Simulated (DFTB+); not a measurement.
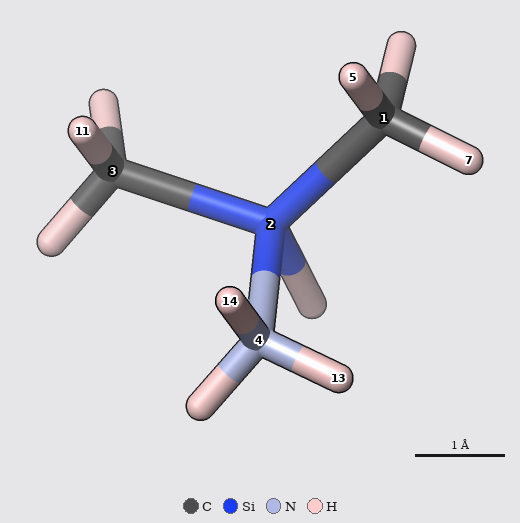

*The input geometry (stick view, seen at a tilt; atoms are numbered from 1 in the order of the input).*

# C₂H₁₀NSi (charge +1): single-point calculation

- system: C₂H₁₀NSi, charge +1, SMILES C[SiH](C)[NH3+]
- method: GFN2-xTB, R-SCC, dispersion built in (DFTB+ 25.1)

The geometry comes from this level: GFN2-xTB.

Input file (dftb_in.hsd):
```
Geometry = xyzFormat {
  <<< "mol.xyz"
}
Hamiltonian = xTB {
  Method = "GFN2-xTB"
  Charge = 1
  Filling = Fermi {
    Temperature [K] = 10
  }
}
Options = {
  WriteResultsTag = Yes
}
ParserOptions = {
  ParserVersion = 14
}
```

File mol.xyz:
```
14

C     -0.766600     1.032250    -1.288090
Si    -0.431160     0.255640     0.396760
C      1.248290     0.589270     1.185730
N     -0.225090    -1.641940    -0.110330
H      0.057800     0.884110    -1.984050
H     -0.903760     2.106390    -1.192140
H     -1.669020     0.643290    -1.755590
H     -1.568630     0.105360     1.296680
H      1.314660     1.621560     1.519980
H      1.430160    -0.033450     2.059530
H      2.071320     0.432930     0.489970
H     -0.044110    -2.226530     0.704790
H     -1.065130    -1.997940    -0.564820
H      0.551270    -1.770950    -0.758420
```

Run as:
```bash
dftb+ > run.log
```

Output:
```
|  DFTB+ development version (commit: a23bfb2)

Reading input file 'dftb_in.hsd'
Parser version: 14

--------------------------------------------------------------------------------

Processed input in HSD format written to 'dftb_pin.hsd'

Starting initialization...
--------------------------------------------------------------------------------
WARNING!
-> Dipole printed for a charged system : origin dependent quantity
OpenMP threads:              1
Chosen random seed:          328677719
Current stacksize:           unlimited
Mode:                        Static calculation
Self consistent charges:     Yes
SCC-tolerance:                 0.100000E-04
Max. scc iterations:                    100
Shell resolved Hubbard:      Yes
Spin polarisation:           No
Nr. of up electrons:            13.000000
Nr. of down electrons:          13.000000
Periodic boundaries:         No
Electronic solver:           Relatively robust
Mixer:                       Broyden mixer
Mixing parameter:                  0.200000
Nr. of chrg. vec. in memory:            100
Max. SCC-cycles:                        100
tblite library version:      0.3.0
-> parametrization:          GFN2-xTB
-> repulsion:                Yes
-> dispersion:               Yes
-> halogen bonding:          No
-> electrostatics:           Yes
   -> isotropic:             Yes
   -> anisotropic:           Yes
   -> third-order:           Yes
Electronic temperature:              0.316682E-04 H      0.861734E-03 eV
Initial charges:             Set automatically (system chrg:   0.100E+01)
Included shells:             C:  s, p
                            Si:  s, p, d
                             N:  s, p
                             H:  s
Extra options:
                             Mulliken analysis

--------------------------------------------------------------------------------

***  Geometry step: 0

 iSCC Total electronic   Diff electronic      SCC error
    1   -0.13535905E+02    0.00000000E+00    0.12123975E+01
    2   -0.13761692E+02   -0.13535905E+02    0.12033051E+01
    3   -0.13804746E+02   -0.22578723E+00    0.10362193E+01
    4   -0.13799950E+02   -0.43053790E-01    0.28061385E+00
    5   -0.13803944E+02    0.47957743E-02    0.22566576E+00
    6   -0.13804215E+02   -0.39944637E-02    0.12627992E+00
    7   -0.13806359E+02   -0.27028790E-03    0.44745455E-01
    8   -0.13807712E+02   -0.21442041E-02    0.29491617E-01
    9   -0.13807943E+02   -0.13527787E-02    0.90322105E-02
   10   -0.13807926E+02   -0.23083900E-03    0.13304993E-01
   11   -0.13807929E+02    0.16443196E-04    0.31338929E-02
   12   -0.13807914E+02   -0.27798331E-05    0.16984826E-02
   13   -0.13807912E+02    0.14575379E-04    0.67103999E-03
   14   -0.13807914E+02    0.22664581E-05    0.11347177E-03
   15   -0.13807913E+02   -0.14883352E-05    0.51225680E-04
   16   -0.13807913E+02    0.41160109E-06    0.59728873E-05

Total Energy:                      -13.6194623698 H         -370.6044 eV
Extrapolated to 0K:                -13.6194623698 H         -370.6044 eV
Total Mermin free energy:          -13.6194623698 H         -370.6044 eV
Force related energy:              -13.6194623698 H         -370.6044 eV

--------------------------------------------------------------------------------
--------------------------------------------------------------------------------
SCC                                    +       0.02 ( 89.8%)       0.03 ( 93.9%)
--------------------------------------------------------------------------------
Missing                                +       0.00 ( 10.2%)       0.00 (  6.1%)
Total                                  =       0.02 (100.0%)       0.03 (100.0%)
--------------------------------------------------------------------------------
```

File detailed.out:
```
Fermi distribution function

Calculation with static geometry

********************************************************************************
 iSCC Total electronic   Diff electronic      SCC error
   16   -0.13807913E+02    0.41160109E-06    0.59728873E-05
********************************************************************************

 Total charge:     1.00000000

 Atomic gross charges (e)
 Atom           Charge
    1      -0.22549251
    2       0.53229723
    3      -0.22550042
    4      -0.31324254
    5       0.09166273
    6       0.08804886
    7       0.08727984
    8      -0.00202543
    9       0.08807427
   10       0.08734723
   11       0.09150185
   12       0.23275932
   13       0.23273454
   14       0.23455504

Nr. of electrons (up):     26.00000000
Atom populations (up)
 Atom       Population
    1       4.22549251
    2       3.46770277
    3       4.22550042
    4       5.31324254
    5       0.90833727
    6       0.91195114
    7       0.91272016
    8       1.00202543
    9       0.91192573
   10       0.91265277
   11       0.90849815
   12       0.76724068
   13       0.76726546
   14       0.76544496

l-shell populations (up)
 Atom Sh.   l       Population
    1   1   0       1.04003621
    1   2   1       3.18545630
    2   1   0       1.43768246
    2   2   1       1.76939839
    2   3   2       0.26062192
    3   1   0       1.04006247
    3   2   1       3.18543795
    4   1   0       1.32561867
    4   2   1       3.98762387
    5   1   0       0.90833727
    6   1   0       0.91195114
    7   1   0       0.91272016
    8   1   0       1.00202543
    9   1   0       0.91192573
   10   1   0       0.91265277
   11   1   0       0.90849815
   12   1   0       0.76724068
   13   1   0       0.76726546
   14   1   0       0.76544496

Orbital populations (up)
 Atom Sh.   l   m       Population  Label
    1   1   0   0       1.04003621  s
    1   2   1  -1       1.07730833  p_y
    1   2   1   0       1.04843773  p_z
    1   2   1   1       1.05971024  p_x
    2   1   0   0       1.43768246  s
    2   2   1  -1       0.35714544  p_y
    2   2   1   0       0.69534449  p_z
    2   2   1   1       0.71690846  p_x
    2   3   2  -2       0.04765145  d_xy
    2   3   2  -1       0.11035201  d_yz
    2   3   2   0       0.02160661  d_z2
    2   3   2   1       0.06835845  d_xz
    2   3   2   2       0.01265341  d_x2-y2
    3   1   0   0       1.04006247  s
    3   2   1  -1       1.07739718  p_y
    3   2   1   0       1.05978844  p_z
    3   2   1   1       1.04825233  p_x
    4   1   0   0       1.32561867  s
    4   2   1  -1       1.42770645  p_y
    4   2   1   0       1.28440387  p_z
    4   2   1   1       1.27551355  p_x
    5   1   0   0       0.90833727  s
    6   1   0   0       0.91195114  s
    7   1   0   0       0.91272016  s
    8   1   0   0       1.00202543  s
    9   1   0   0       0.91192573  s
   10   1   0   0       0.91265277  s
   11   1   0   0       0.90849815  s
   12   1   0   0       0.76724068  s
   13   1   0   0       0.76726546  s
   14   1   0   0       0.76544496  s

Fermi level:                        -0.4779385942 H          -13.0054 eV
Band energy:                       -18.0674472544 H         -491.6403 eV
TS:                                  0.0000000000 H            0.0000 eV
Band free energy (E-TS):           -18.0674472544 H         -491.6403 eV
Extrapolated E(0K):                -18.0674472544 H         -491.6403 eV
Input / Output electrons (q):     26.0000000000     26.0000000000

Energy H0:                         -13.9116181755 H         -378.5544 eV
Energy SCC:                          0.1037049953 H            2.8220 eV
Total Electronic energy:           -13.8079131802 H         -375.7324 eV
Repulsive energy:                    0.1943783849 H            5.2893 eV
Total energy:                      -13.6194623698 H         -370.6044 eV
Extrapolated to 0:                 -13.6194623698 H         -370.6044 eV
Total Mermin free energy:          -13.6194623698 H         -370.6044 eV
Force related energy:              -13.6194623698 H         -370.6044 eV

Non-constrained calculation

SCC converged

Warning: dipole moment is not defined absolutely!
Dipole moment:   -0.27748309   -1.48673137   -0.04039408 au
Dipole moment:   -0.70529171   -3.77889451   -0.10267152 Debye
```

File band.out:
```
 KPT            1  SPIN            1  KWEIGHT    1.0000000000000000
     1    -25.2419  2.00000
     2    -22.6289  2.00000
     3    -20.3789  2.00000
     4    -20.3671  2.00000
     5    -19.8937  2.00000
     6    -19.4907  2.00000
     7    -18.0350  2.00000
     8    -17.1520  2.00000
     9    -16.9431  2.00000
    10    -16.9102  2.00000
    11    -16.8674  2.00000
    12    -16.0700  2.00000
    13    -15.8412  2.00000
    14    -10.1696  0.00000
    15     -9.0598  0.00000
    16     -8.5118  0.00000
    17     -6.4190  0.00000
    18     -5.5763  0.00000
    19     -5.4784  0.00000
    20     -2.1297  0.00000
    21     -0.8970  0.00000
    22     -0.8771  0.00000
    23      1.1300  0.00000
    24      1.3117  0.00000
    25      1.7996  0.00000
    26      2.2603  0.00000
    27      2.3402  0.00000
    28      2.5548  0.00000
    29      7.6835  0.00000
    30      7.8582  0.00000
    31     14.9637  0.00000
```

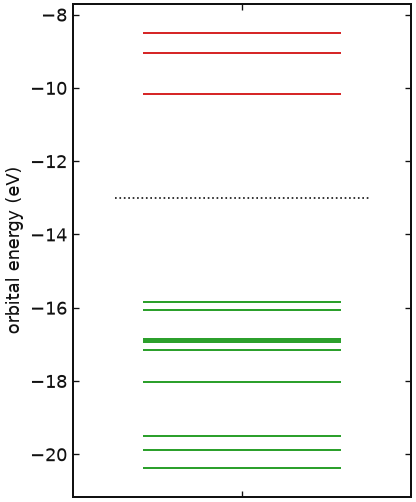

*Orbital energies near the frontier; the dotted line parts filled from empty levels, and levels within 0.02 eV of each other stand side by side.*

Highest filled −15.84 eV, lowest empty −10.17 eV, 5.67 eV apart.

Summary:

- outcome: converged
- Mermin free energy: −13.619462 hartree
- basis functions: 31
- HOMO: −15.84 eV
- LUMO: −10.17 eV
- hardware: 1 thread of Intel Xeon (Sapphire Rapids), 192 GiB of memory available, shared host
- peak memory: 0.071 GiB

Notes:

Settings chosen away from the usual ones: electronic_temperature.
